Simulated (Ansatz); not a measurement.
C2H5ClSi

Input file:

```
crystal:
  periodic: [false, false, false]
  atoms:
    - { symbol: C, position_ang: [-0.395, 1.32403, -0.05139] }
    - { symbol: C, position_ang: [-0.43393, -0.14324, 0.30673] }
    - { symbol: Si, position_ang: [0.74774, -1.3478, -0.16812] }
    - { symbol: Cl, position_ang: [0.57209, -3.28158, 0.38758] }
    - { symbol: H, position_ang: [0.49964, 1.81174, 0.33447] }
    - { symbol: H, position_ang: [-0.40836, 1.47822, -1.12971] }
    - { symbol: H, position_ang: [-1.25886, 1.8308, 0.36909] }
    - { symbol: H, position_ang: [-1.27591, -0.45123, 0.91312] }
    - { symbol: H, position_ang: [1.95258, -1.22094, -0.96177] }
basis:
  gaussian: { orbitals: "6-31G*" }
hamiltonian:
  xc: pbe0
  dispersion: d4
relax:
  f_tol: 0.02
  max_steps: 50
output:
  orbitals: {}
```

Run with:

```sh
ansatz run input.yaml --threads 1 --pin off --max-ram 2048MiB --backend cpu --events-out ev --progress --plain --runs-dir out
```

The fields are those of the relaxed geometry.

The calculation used RKS PBE0-D4/6-31G* (Ansatz 0.2.0).

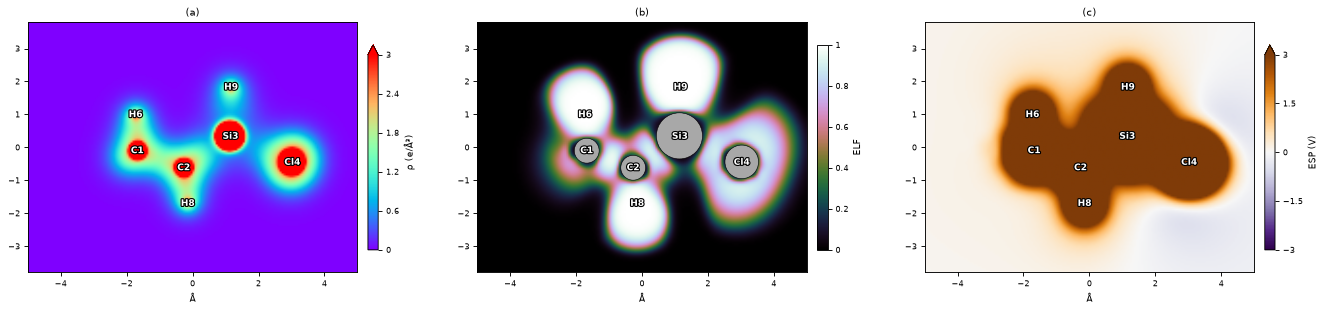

Figure 1. (a) total electron density; (b) electron localisation function; (c) electrostatic potential on the plane of atoms Cl4, Si3 and H9. Grey discs cover the atomic cores in the ELF map.

Question: What do the fields say about this system?

Answer: The plane passes through C, Si, Cl and H nuclei.
C–C (1.50 Å): ρ at the midpoint is about 1.7 e/Å³; the ELF peaks at about 0.95 between the atoms: localised, covalent bonding.
C–Si (1.70 Å): ρ at the midpoint is about 1.1 e/Å³; the ELF peaks at about 0.90 between the atoms (localised, covalent bonding).
Si–Cl (2.05 Å): the density is about 0.89 e/Å³ at the midpoint; the ELF peaks at about 0.90 between the atoms, as expected for a polar covalent bond.
C–H (1.09 Å): ρ at the midpoint is about 1.9 e/Å³; the ELF climbs to about 1 towards the hydrogen, as it does in any bond to H (a covalent bond by its length).
Si–H (1.48 Å): the density is about 0.79 e/Å³ at the midpoint; the ELF climbs to about 1 towards the hydrogen.
The ELF also peaks beside Cl4, away from the bonds: lone-pair regions.
Outside the dense part of the molecule the potential is most negative (−0.5 V) near Cl4.

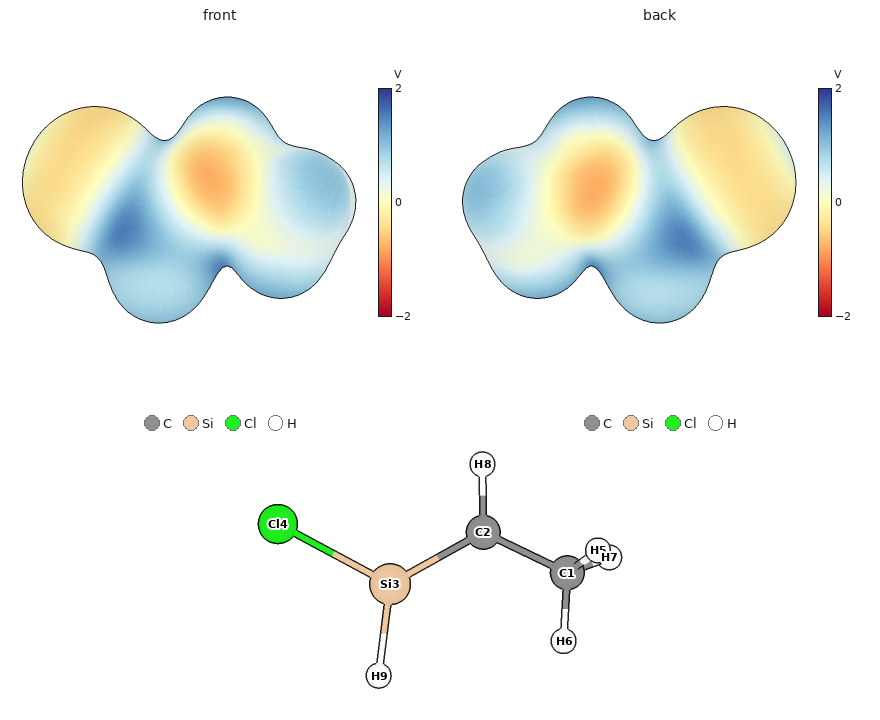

Figure 2. The electrostatic potential painted on the density surface at 0.004 e/bohr³, seen from the front and from behind; the colour scale runs from red (negative) to blue (positive). The bare structure is drawn below in the same view.

Question: Which sites attract a positive test charge, and which a negative one?

Answer: A positive charge is drawn to the negative regions and a negative charge to the positive ones. The most negative region (about −0.8 V, or −18 kcal/mol for a unit charge) lies over the π face of C2, the most positive (about +1.5 V, or +35 kcal/mol for a unit charge) over Si3. Cl4 shows a σ-hole: about +0.3 V, or +7 kcal/mol for a unit charge at the tip opposite its bond, against about −0.3 V, or −7 kcal/mol for a unit charge on its flanks.

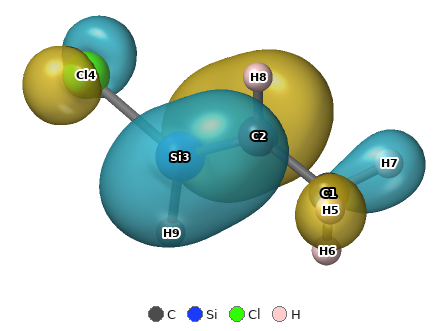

Figure 3. One frontier orbital at ±0.1 Å⁻³ᐟ² (yellow and cyan are the two phases), seen at a tilt.

Question: Which orbital is it: HOMO or LUMO?

Answer: The HOMO, at −6.16 eV. It lies mainly on C2 (about 40 %), Si3 (about 35 %), Cl4 (about 5 %) and C1 (about 5 %); π-bonding across C2–Si3.
